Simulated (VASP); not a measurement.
Band structure of HfN (space group P6_3/mmc). Computed with r2SCAN meta-GGA, VASP's PBE PAW potentials (set 64) (plane waves; VASP 6.6.1).

Unless said otherwise, spin-orbit coupling is left out, though it shifts the bands of the heavy elements here.

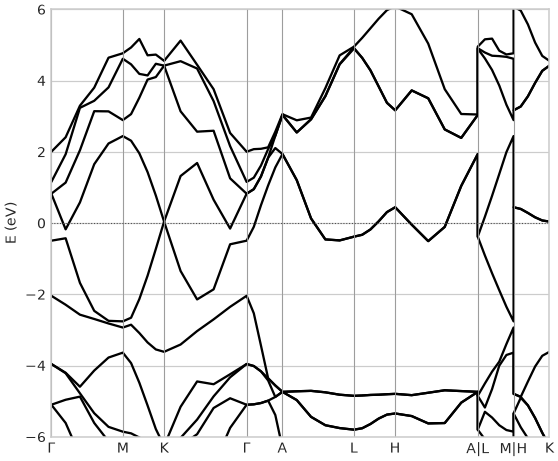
*Bands along high-symmetry lines, zero at the valence-band maximum or, without a gap, the Fermi level*

Task: Read the plot: is there a gap, and where are the band edges?

Result: It has no gap at this level: it comes out as a metal or semimetal.

The structure comes from a computed database's HfN entry (P6_3/mmc); how it stands against other phases isn't given here. It was relaxed first.
